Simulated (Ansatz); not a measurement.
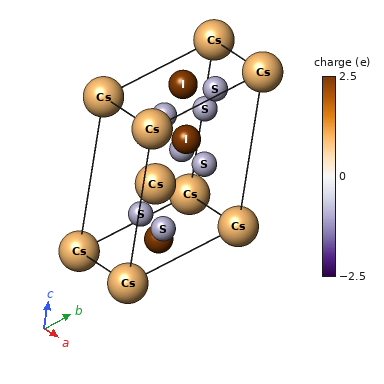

Shown here is a spheres-only view of the crystal, taken slightly off an axis. The outline marks the simulation cell. The atoms of this CsS₄I cell are coloured by their Bader charge.

The numbers come from Ansatz, DFT, PAW plane waves, r2SCAN, using a basis cut at 500 eV, Brillouin-zone sampling on a 4×4×3 mesh, Fermi-Dirac smearing of 0.1 eV, no spin polarisation. The pressure of the cell is 39 GPa.

Q: Give the charges by element.

A: Most positive: I; most negative: S. Charges: about Cs +0.9 e; S -0.8 e; I +2.4 e. The transfer is large, as in an ionic solid.

Shown is a generated cell, made by putting these elements into a known structure type (the compound may or may not exist in this form), as it stood before any relaxation. It was the input of a calculation with Ansatz.

At this level of theory the cell isn't at rest (compressed, at 39 GPa and forces up to 15.5 eV/Å), so its distances can differ from those at equilibrium, the more so the softer the solid.
